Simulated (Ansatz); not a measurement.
Nudged elastic band, with input and output: BSiH$_{4}$OF

System: BSiH$_{4}$OF.
Method: RKS PBE0-D4/def2-SVPD (Ansatz 0.2.0).

It belongs to a series of runs on one base structure; here: band between the two ends. Figures and captions count atoms from 1; the log counts them from 0 in places.

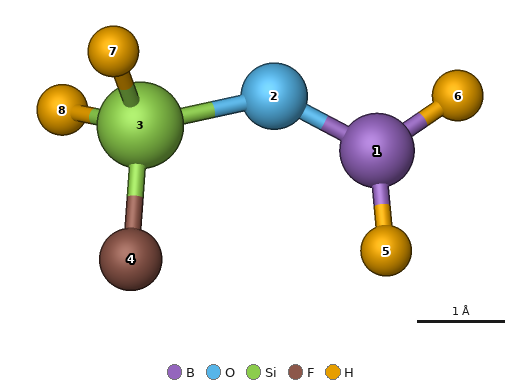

**Figure 1.** The starting structure (ball-and-stick view, seen at a tilt; atoms are numbered from 1 in the order of the input).

Input
```yaml
crystal:
  periodic: [false, false, false]
  atoms:
    - { symbol: B, position_ang: [-0.815906, 1.353881, -0.165039] }
    - { symbol: O, position_ang: [-0.055369, 0.459114, 0.505191] }
    - { symbol: Si, position_ang: [0.671212, -1.011624, 0.236292] }
    - { symbol: F, position_ang: [0.35878, -1.524705, -1.278802] }
    - { symbol: H, position_ang: [-1.13994, 1.140628, -1.309529] }
    - { symbol: H, position_ang: [-1.149327, 2.355302, 0.421391] }
    - { symbol: H, position_ang: [2.135937, -0.83417, 0.359091] }
    - { symbol: H, position_ang: [0.086713, -1.995526, 1.175506] }
basis:
  gaussian: { orbitals: def2-SVPD }
hamiltonian:
  xc: pbe0
  dispersion: d4
neb:
  order_check: false
  images: 9
  f_tol: 0.05
  max_iterations: 60
  final_atoms:
    - { symbol: B, position_ang: [-0.70549875, 1.3877594, -0.10951211] }
    - { symbol: O, position_ang: [-0.64907319, 0.1154484, 0.34973234] }
    - { symbol: Si, position_ang: [0.51671637, -1.06637557, 0.16801381] }
    - { symbol: F, position_ang: [0.03906652, -2.04382338, -1.04364199] }
    - { symbol: H, position_ang: [0.23064955, 1.84827852, -0.72658502] }
    - { symbol: H, position_ang: [-1.69936565, 2.03159763, 0.12158152] }
    - { symbol: H, position_ang: [1.81288412, -0.46186946, -0.22611987] }
    - { symbol: H, position_ang: [0.54672103, -1.86811555, 1.41063233] }
  initial_path:
    images:
      - { positions_ang: [[-0.815906, 1.353881, -0.165039], [-0.055369, 0.459114, 0.505191], [0.671212, -1.011624, 0.236292], [0.35878, -1.524705, -1.278802], [-1.13994, 1.140628, -1.309529], [-1.149327, 2.355302, 0.421391], [2.135937, -0.83417, 0.359091], [0.086713, -1.995526, 1.175506]] }
      - { positions_ang: [[-0.75641194, 1.3065838, -0.16091836], [-0.20005288, 0.35917969, 0.53435766], [0.64564683, -1.01966659, 0.25279852], [0.40597999, -1.53861972, -1.2770012], [-1.11514997, 1.15685452, -1.30042398], [-0.91940258, 2.30619845, 0.39713298], [1.84848733, -0.59199325, 0.31224014], [0.18300322, -2.0356369, 1.18591523]] }
      - { positions_ang: [[-0.69691788, 1.25928659, -0.15679772], [-0.34473676, 0.25924537, 0.56352433], [0.62008166, -1.02770917, 0.26930505], [0.45317997, -1.55253444, -1.27520039], [-1.09035994, 1.17308104, -1.29131897], [-0.68947816, 2.2570949, 0.37287496], [1.56103766, -0.34981649, 0.26538928], [0.27929345, -2.0757478, 1.19632447]] }
      - { positions_ang: [[-0.63742382, 1.21198939, -0.15267709], [-0.48942064, 0.15931106, 0.59269099], [0.59451649, -1.03575176, 0.28581157], [0.50037996, -1.56644917, -1.27339959], [-1.06556991, 1.18930756, -1.28221395], [-0.45955374, 2.20799136, 0.34861694], [1.273588, -0.10763974, 0.21853843], [0.37558367, -2.1158587, 1.2067337]] }
      - { positions_ang: [[-0.57792976, 1.16469218, -0.14855645], [-0.63410452, 0.05937674, 0.62185766], [0.56895132, -1.04379434, 0.30231809], [0.54757994, -1.58036389, -1.27159879], [-1.04077988, 1.20553408, -1.27310894], [-0.22962933, 2.15888781, 0.32435891], [0.98613833, 0.13453701, 0.17168757], [0.47187389, -2.1559696, 1.21714294]] }
      - { positions_ang: [[-0.5184357, 1.11739498, -0.14443581], [-0.7787884, -0.04055757, 0.65102432], [0.54338615, -1.05183693, 0.31882461], [0.59477993, -1.59427861, -1.26979798], [-1.01598985, 1.2217606, -1.26400392], [0.00029509, 2.10978426, 0.30010089], [0.69868866, 0.37671377, 0.12483671], [0.56816412, -2.19608049, 1.22755217]] }
      - { positions_ang: [[-0.55584831, 1.17146786, -0.13745107], [-0.75284536, -0.00935638, 0.59076593], [0.5380522, -1.05474466, 0.28866245], [0.48363725, -1.68418756, -1.22456678], [-0.76666197, 1.34706418, -1.15652014], [-0.33963706, 2.09414693, 0.26439702], [0.92152775, 0.20899712, 0.05464539], [0.5638755, -2.1304875, 1.2641682]] }
      - { positions_ang: [[-0.59326092, 1.22554075, -0.13046633], [-0.72690232, 0.02184482, 0.53050753], [0.53271824, -1.05765238, 0.25850029], [0.37249456, -1.77409652, -1.17933558], [-0.51733409, 1.47236777, -1.04903636], [-0.67956921, 2.07850961, 0.22869314], [1.14436684, 0.04128048, -0.01554592], [0.55958688, -2.06489452, 1.30078423]] }
      - { positions_ang: [[-0.63067353, 1.27961363, -0.12348159], [-0.70095927, 0.05304601, 0.47024913], [0.52738428, -1.06056011, 0.22833813], [0.26135188, -1.86400547, -1.13410439], [-0.26800621, 1.59767135, -0.94155258], [-1.01950135, 2.06287228, 0.19298927], [1.36720593, -0.12643617, -0.08573724], [0.55529827, -1.99930153, 1.33740027]] }
      - { positions_ang: [[-0.66808614, 1.33368652, -0.11649685], [-0.67501623, 0.08424721, 0.40999073], [0.52205033, -1.06346784, 0.19817597], [0.1502092, -1.95391443, -1.08887319], [-0.01867833, 1.72297494, -0.8340688], [-1.3594335, 2.04723495, 0.15728539], [1.59004503, -0.29415281, -0.15592856], [0.55100965, -1.93370854, 1.3740163]] }
      - { positions_ang: [[-0.70549875, 1.3877594, -0.10951211], [-0.64907319, 0.1154484, 0.34973234], [0.51671637, -1.06637557, 0.16801381], [0.03906652, -2.04382338, -1.04364199], [0.23064955, 1.84827852, -0.72658502], [-1.69936565, 2.03159763, 0.12158152], [1.81288412, -0.46186946, -0.22611987], [0.54672103, -1.86811555, 1.41063233]] }
```

Launch command:
```bash
ansatz run input.yaml --threads 2 --pin off --max-ram 3072MiB --backend cpu --events-out ev --progress --plain --runs-dir out
```

What the program printed
```
Engine: ansatz 0.2.0, aarch64-unknown-linux-gnu
Functional definition: PBE0
  parameter a = 0.25
  parameter kappa = 0.804
  parameter beta = 0.06672455060314922
  exchange = (1 - a)*pbe_x(kappa = kappa, mu = beta*pi^2/3) + a*exact_x
  correlation = pbe_c(beta = beta)
1030 factors; their error is unknown
mean field evaluation 1: about -13366.0146 eV, gradient 5.2e1 eV
mean field evaluation 2: about -13357.7372 eV, gradient 8.6e1 eV
mean field evaluation 4: about -13370.5861 eV, gradient 4.4e0 eV
mean field evaluation 8: about -13370.6151 eV, gradient 8.1e-3 eV
mean field -13370.70469837 eV, -491.3643346761 hartree, gradient 6.1e-5 eV, S^2 0.000000; 0 other end points of the search recorded, 0 dependent functions left out
the calculation of the forces begins
reference -13370.70473364 eV, -491.3643359720 hartree; 20, 20 occupied and 102, 102 virtual orbitals, 1030 factors
1030 factors; their error is unknown
mean field evaluation 16: about -13365.9767 eV, gradient 5.2e1 eV
mean field -13370.70927754 eV, -491.3645029574 hartree, gradient 5.1e-5 eV, S^2 0.000000; 0 other end points of the search recorded, 0 dependent functions left out
[... from here on the field's lines of each further geometry are left out, up to the last ...]
NEB iter   1: max|band force component| = 1.320e1 eV/Å  barrier→ = 4.8950 eV  barrier← = 4.8991 eV  Δτ_max = 0.1975 Å  (271 SCF iters)
NEB iter   2: max|band force component| = 4.359e0 eV/Å  barrier→ = 1.9158 eV  barrier← = 1.9199 eV  Δτ_max = 0.2000 Å  (295 SCF iters)
NEB iter   3: max|band force component| = 1.780e0 eV/Å  barrier→ = 1.2409 eV  barrier← = 1.2450 eV  Δτ_max = 0.1999 Å  (304 SCF iters)
NEB iter   4: max|band force component| = 8.941e-1 eV/Å  barrier→ = 0.9601 eV  barrier← = 0.9642 eV  Δτ_max = 0.1970 Å  (275 SCF iters)
NEB iter   5: max|band force component| = 6.110e-1 eV/Å  barrier→ = 0.7810 eV  barrier← = 0.7852 eV  Δτ_max = 0.1984 Å  (271 SCF iters)
NEB iter   6: max|band force component| = 5.527e-1 eV/Å  barrier→ = 0.6138 eV  barrier← = 0.6179 eV  Δτ_max = 0.1973 Å  (272 SCF iters)
NEB iter   7: max|band force component| = 4.931e-1 eV/Å  barrier→ = 0.4737 eV  barrier← = 0.4778 eV  CI = image 5  Δτ_max = 0.1999 Å  (278 SCF iters)
NEB iter   8: max|band force component| = 5.126e-1 eV/Å  barrier→ = 0.3248 eV  barrier← = 0.3289 eV  CI = image 5  Δτ_max = 0.1965 Å  (283 SCF iters)
NEB iter   9: max|band force component| = 1.681e0 eV/Å  barrier→ = 0.2897 eV  barrier← = 0.2938 eV  CI = image 4  Δτ_max = 0.0993 Å  (274 SCF iters)
NEB iter  10: max|band force component| = 1.261e0 eV/Å  barrier→ = 0.2249 eV  barrier← = 0.2291 eV  CI = image 5  Δτ_max = 0.1014 Å  (272 SCF iters)
NEB iter  11: max|band force component| = 1.192e0 eV/Å  barrier→ = 0.1629 eV  barrier← = 0.1670 eV  CI = image 5  Δτ_max = 0.1002 Å  (270 SCF iters)
NEB iter  12: max|band force component| = 7.211e-1 eV/Å  barrier→ = 0.0965 eV  barrier← = 0.1006 eV  CI = image 5  Δτ_max = 0.1980 Å  (258 SCF iters)
NEB iter  13: max|band force component| = 3.412e-1 eV/Å  barrier→ = 0.0373 eV  barrier← = 0.0414 eV  CI = image 3  Δτ_max = 0.1133 Å  (274 SCF iters)
NEB iter  14: max|band force component| = 1.716e-1 eV/Å  barrier→ = 0.0211 eV  barrier← = 0.0252 eV  CI = image 2  Δτ_max = 0.1364 Å  (263 SCF iters)
NEB iter  15: max|band force component| = 1.305e-1 eV/Å  barrier→ = 0.0134 eV  barrier← = 0.0175 eV  CI = image 2  Δτ_max = 0.1426 Å  (268 SCF iters)
NEB iter  16: max|band force component| = 7.891e-1 eV/Å  barrier→ = 0.0594 eV  barrier← = 0.0636 eV  CI = image 5  Δτ_max = 0.0717 Å  (263 SCF iters)
NEB iter  17: max|band force component| = 1.658e-1 eV/Å  barrier→ = 0.0237 eV  barrier← = 0.0279 eV  CI = image 5  Δτ_max = 0.1449 Å  (264 SCF iters)
NEB iter  18: max|band force component| = 1.430e0 eV/Å  barrier→ = 0.1527 eV  barrier← = 0.1569 eV  CI = image 4  Δτ_max = 0.0722 Å  (272 SCF iters)
NEB iter  19: max|band force component| = 7.753e-1 eV/Å  barrier→ = 0.0755 eV  barrier← = 0.0796 eV  CI = image 4  Δτ_max = 0.0720 Å  (260 SCF iters)
NEB iter  20: max|band force component| = 1.444e-1 eV/Å  barrier→ = 0.0160 eV  barrier← = 0.0202 eV  CI = image 4  Δτ_max = 0.1428 Å  (262 SCF iters)
NEB iter  21: max|band force component| = 1.731e-1 eV/Å  barrier→ = 0.0141 eV  barrier← = 0.0182 eV  CI = image 5  Δτ_max = 0.0717 Å  (261 SCF iters)
NEB iter  22: max|band force component| = 9.565e-2 eV/Å  barrier→ = 0.0124 eV  barrier← = 0.0165 eV  CI = image 5  Δτ_max = 0.0264 Å  (266 SCF iters)
NEB iter  23: max|band force component| = 9.865e-2 eV/Å  barrier→ = 0.0113 eV  barrier← = 0.0154 eV  CI = image 4  Δτ_max = 0.0372 Å  (239 SCF iters)
NEB iter  24: max|band force component| = 1.813e-1 eV/Å  barrier→ = 0.0121 eV  barrier← = 0.0162 eV  CI = image 5  Δτ_max = 0.0174 Å  (255 SCF iters)
NEB iter  25: max|band force component| = 8.476e-2 eV/Å  barrier→ = 0.0110 eV  barrier← = 0.0151 eV  CI = image 4  Δτ_max = 0.0187 Å  (255 SCF iters)
NEB iter  26: max|band force component| = 3.105e-1 eV/Å  barrier→ = 0.0145 eV  barrier← = 0.0187 eV  CI = image 5  Δτ_max = 0.0093 Å  (252 SCF iters)
NEB iter  27: max|band force component| = 1.703e-1 eV/Å  barrier→ = 0.0112 eV  barrier← = 0.0154 eV  CI = image 5  Δτ_max = 0.0188 Å  (250 SCF iters)
NEB iter  28: max|band force component| = 6.940e-2 eV/Å  barrier→ = 0.0110 eV  barrier← = 0.0152 eV  CI = image 4  Δτ_max = 0.0105 Å  (253 SCF iters)
the calculation of the forces begins
reference -13370.70800181 eV, -491.3644560752 hartree; 20, 20 occupied and 102, 102 virtual orbitals, 1030 factors
1030 factors; their error is unknown
mean field evaluation 2080: about -13357.6587 eV, gradient 8.6e1 eV
mean field -13370.69361425 eV, -491.3639273421 hartree, gradient 9.1e-6 eV, S^2 0.000000; 1 other end points of the search recorded, 0 dependent functions left out
the calculation of the forces begins
reference -13370.69364954 eV, -491.3639286389 hartree; 20, 20 occupied and 102, 102 virtual orbitals, 1030 factors
NEB iter  29: max|band force component| = 8.710e-3 eV/Å  barrier→ = 0.0108 eV  barrier← = 0.0150 eV  CI = image 4  Δτ_max = 0.0000 Å  (435 SCF iters)
```

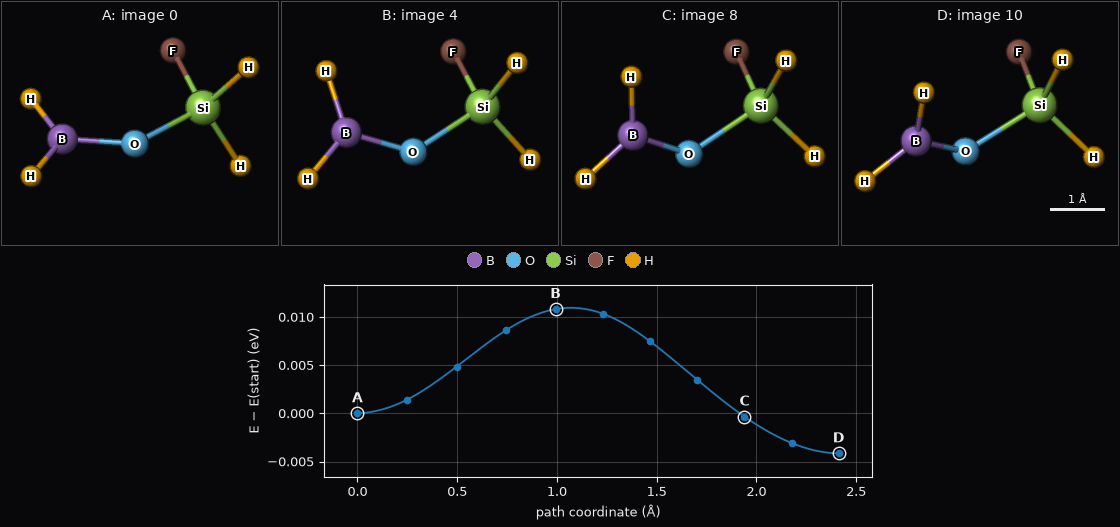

**Figure 2.** Images of the last band (counted from 0; ball-and-stick, seen at a tilt) above the energy along the path; the line is a cubic interpolation that uses the forces. The highest image is number 4, 0.011 eV above the start and 0.015 eV above the end (the climbing image); the end lies 0.004 eV below the start. The path is 2.41 Å long. The band converged in 29 iterations.

```
Total energy: -13370.79973688 eV, -491.3678272767 hartree
Atom 0 at    -0.821587     1.330432    -0.080210 Å, force    -0.001705    -0.001186     0.004674 eV/Å
Atom 1 at    -0.252048     0.318652     0.617688 Å, force     0.003660    -0.001715    -0.008828 eV/Å
Atom 2 at     0.664157    -1.004750     0.180052 Å, force    -0.004038     0.002156     0.004497 eV/Å
Atom 3 at     0.019962    -1.692664    -1.150128 Å, force     0.000883     0.000588    -0.000822 eV/Å
Atom 4 at    -0.724226     1.369519    -1.285777 Å, force    -0.001679    -0.000664    -0.000033 eV/Å
Atom 5 at    -1.415910     2.177007     0.542295 Å, force     0.002188     0.000566    -0.000322 eV/Å
Atom 6 at     2.038779    -0.570607    -0.164696 Å, force     0.000659     0.000551     0.001106 eV/Å
Atom 7 at     0.582973    -1.984689     1.284878 Å, force     0.000033    -0.000296    -0.000271 eV/Å
Dipole moment:     0.239073    -0.021020     0.170909 e Å
this run last wrote the band of iteration 29 to [file]
```

The last band as extended XYZ (Å, eV, eV/Å)
```
8
Properties=species:S:1:pos:R:3:forces:R:3 image=0 energy=-13370.81052
B    -0.8159    1.3539   -0.1650   -0.0012   0.0030   0.0050
O    -0.0554    0.4591    0.5052    0.0056  -0.0065  -0.0017
Si    0.6712   -1.0116    0.2363   -0.0016   0.0103   0.0093
F     0.3588   -1.5247   -1.2788   -0.0004  -0.0065  -0.0090
H    -1.1399    1.1406   -1.3095    0.0005  -0.0060  -0.0085
H    -1.1493    2.3553    0.4214   -0.0003   0.0035   0.0065
H     2.1359   -0.8342    0.3591   -0.0005   0.0011  -0.0007
H     0.0867   -1.9955    1.1755   -0.0021   0.0011  -0.0008
8
Properties=species:S:1:pos:R:3:forces:R:3 image=1 energy=-13370.80910
B    -0.8091    1.3564   -0.1630    0.0028   0.0015   0.0011
O    -0.1136    0.4260    0.5295    0.0006  -0.0033  -0.0034
Si    0.6600   -1.0164    0.2371    0.0070   0.0035   0.0029
F     0.2818   -1.5662   -1.2502    0.0008   0.0010  -0.0016
H    -1.0079    1.2103   -1.3465   -0.0078  -0.0035   0.0011
H    -1.2114    2.3201    0.4434    0.0019   0.0005   0.0000
H     2.1218   -0.7812    0.2709    0.0011  -0.0012   0.0023
H     0.1706   -2.0061    1.2228   -0.0063   0.0015  -0.0024
8
Properties=species:S:1:pos:R:3:forces:R:3 image=2 energy=-13370.80567
B    -0.8132    1.3496   -0.1491   -0.0019  -0.0008  -0.0047
O    -0.1578    0.3980    0.5548    0.0044   0.0050  -0.0008
Si    0.6621   -1.0123    0.2281    0.0024  -0.0083   0.0016
F     0.1756   -1.6210   -1.2039    0.0059   0.0051  -0.0009
H    -0.9220    1.2513   -1.3493   -0.0102  -0.0033   0.0010
H    -1.2725    2.2830    0.4638    0.0034   0.0033   0.0026
H     2.1090   -0.7130    0.1207    0.0020  -0.0007   0.0018
H     0.3109   -1.9927    1.2791   -0.0059  -0.0003  -0.0007
8
Properties=species:S:1:pos:R:3:forces:R:3 image=3 energy=-13370.80188
B    -0.8239    1.3355   -0.1195   -0.0002   0.0003   0.0030
O    -0.2048    0.3623    0.5895    0.0069   0.0002  -0.0096
Si    0.6687   -1.0044    0.2083   -0.0046   0.0003   0.0051
F     0.0920   -1.6584   -1.1691    0.0042   0.0023  -0.0027
H    -0.8354    1.2944   -1.3283   -0.0085  -0.0025  -0.0004
H    -1.3501    2.2300    0.4973    0.0024   0.0013   0.0015
H     2.0828   -0.6321   -0.0313    0.0017  -0.0016   0.0036
H     0.4627   -1.9843    1.2972   -0.0019  -0.0003  -0.0004
8
Properties=species:S:1:pos:R:3:forces:R:3 image=4 energy=-13370.79970
B    -0.8216    1.3304   -0.0802   -0.0017  -0.0012   0.0047
O    -0.2520    0.3187    0.6177    0.0037  -0.0017  -0.0088
Si    0.6642   -1.0048    0.1801   -0.0040   0.0022   0.0045
F     0.0200   -1.6927   -1.1501    0.0009   0.0006  -0.0008
H    -0.7242    1.3695   -1.2858   -0.0017  -0.0007   0.0000
H    -1.4159    2.1770    0.5423    0.0022   0.0006  -0.0003
H     2.0388   -0.5706   -0.1647    0.0007   0.0006   0.0011
H     0.5830   -1.9847    1.2849    0.0000  -0.0003  -0.0003
8
Properties=species:S:1:pos:R:3:forces:R:3 image=5 energy=-13370.80018
B    -0.8145    1.3274   -0.0349    0.0021   0.0016  -0.0082
O    -0.2978    0.2717    0.6393   -0.0019  -0.0050   0.0005
Si    0.6553   -1.0072    0.1467   -0.0056  -0.0087  -0.0038
F    -0.0397   -1.7224   -1.1433    0.0046   0.0036   0.0082
H    -0.6082    1.4516   -1.2216    0.0034   0.0027   0.0031
H    -1.4725    2.1254    0.5867   -0.0033   0.0033   0.0028
H     1.9867   -0.5153   -0.2814   -0.0018   0.0031  -0.0043
H     0.6829   -1.9883    1.2528    0.0025  -0.0005   0.0016
8
Properties=species:S:1:pos:R:3:forces:R:3 image=6 energy=-13370.80305
B    -0.7766    1.3413   -0.0775   -0.0001   0.0002   0.0008
O    -0.3823    0.2473    0.6188   -0.0037  -0.0026  -0.0012
Si    0.6135   -1.0197    0.1785    0.0003  -0.0023  -0.0003
F    -0.0520   -1.7891   -1.0951   -0.0018  -0.0033   0.0034
H    -0.3855    1.5135   -1.2110    0.0097   0.0047   0.0029
H    -1.5147    2.1237    0.4696   -0.0029  -0.0015  -0.0015
H     1.9367   -0.5088   -0.2539   -0.0039   0.0036  -0.0056
H     0.6529   -1.9653    1.3147    0.0024   0.0013   0.0015
8
Properties=species:S:1:pos:R:3:forces:R:3 image=7 energy=-13370.80705
B    -0.7465    1.3529   -0.1093    0.0011   0.0004   0.0009
O    -0.4739    0.2137    0.5726   -0.0041  -0.0028  -0.0024
Si    0.5759   -1.0317    0.1990   -0.0007  -0.0007  -0.0008
F    -0.0280   -1.8470   -1.0764   -0.0023  -0.0046   0.0031
H    -0.1642    1.5934   -1.1445    0.0093   0.0051   0.0056
H    -1.5711    2.1047    0.3496   -0.0032  -0.0019  -0.0024
H     1.8973   -0.4926   -0.2044   -0.0035   0.0024  -0.0054
H     0.6027   -1.9504    1.3574    0.0034   0.0022   0.0015
8
Properties=species:S:1:pos:R:3:forces:R:3 image=8 energy=-13370.81086
B    -0.7220    1.3669   -0.1161    0.0005   0.0005   0.0009
O    -0.5571    0.1727    0.5026   -0.0025  -0.0019  -0.0033
Si    0.5433   -1.0472    0.1963   -0.0009  -0.0002  -0.0005
F     0.0111   -1.8962   -1.0886   -0.0017  -0.0047   0.0021
H     0.0283    1.6934   -1.0103    0.0065   0.0043   0.0062
H    -1.6223    2.0791    0.2552   -0.0023  -0.0015  -0.0023
H     1.8645   -0.4771   -0.1634   -0.0023   0.0012  -0.0045
H     0.5463   -1.9487    1.3685    0.0027   0.0023   0.0014
8
Properties=species:S:1:pos:R:3:forces:R:3 image=9 energy=-13370.81360
B    -0.7164    1.3751   -0.1130    0.0001   0.0003   0.0003
O    -0.6120    0.1378    0.4283   -0.0016  -0.0007  -0.0018
Si    0.5305   -1.0561    0.1832   -0.0002   0.0004  -0.0009
F     0.0378   -1.9647   -1.0759   -0.0008  -0.0034   0.0012
H     0.1419    1.7783   -0.8681    0.0032   0.0024   0.0044
H    -1.6730    2.0468    0.1856   -0.0011  -0.0007  -0.0014
H     1.8378   -0.4575   -0.1818   -0.0010   0.0000  -0.0024
H     0.5456   -1.9168    1.3858    0.0015   0.0016   0.0007
8
Properties=species:S:1:pos:R:3:forces:R:3 image=10 energy=-13370.81468
B    -0.7055    1.3878   -0.1095    0.0001  -0.0016   0.0006
O    -0.6491    0.1154    0.3497   -0.0012   0.0004  -0.0002
Si    0.5167   -1.0664    0.1680   -0.0019   0.0018  -0.0009
F     0.0391   -2.0438   -1.0436   -0.0006  -0.0007  -0.0009
H     0.2306    1.8483   -0.7266    0.0003   0.0016  -0.0006
H    -1.6994    2.0316    0.1216    0.0016  -0.0015   0.0000
H     1.8129   -0.4619   -0.2261    0.0008   0.0005   0.0005
H     0.5467   -1.8681    1.4106    0.0009  -0.0005   0.0016
```

Results in brief

```json
{"quantity": "outcome", "value": "converged"}
{"quantity": "barrier, forward", "value": "0.011 eV"}
{"quantity": "barrier, backward", "value": "0.015 eV"}
{"quantity": "hardware", "value": "2 threads of Arm Neoverse V1, 24 GiB of memory available, shared host"}
{"quantity": "wall time", "value": "9.9 min (CPU time 19 min)"}
{"quantity": "peak memory", "value": "0.26 GiB"}
```

The order of the saddle point was not checked.
